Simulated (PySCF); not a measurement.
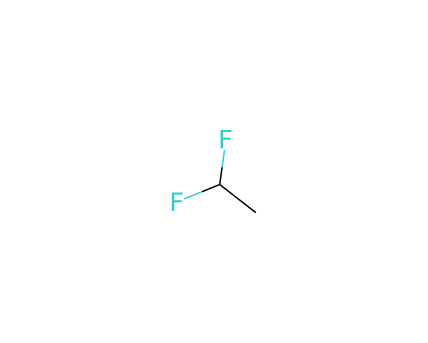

Simulated data, not a measurement (program: PySCF).

A structural formula.

Question: Write the SMILES.

Answer: CC(F)F

Question: What is the molecular formula?

Answer: C2H4F2.

Question: An optimisation with GFN2-xTB gave a structure of which point group?

Answer: Cs.
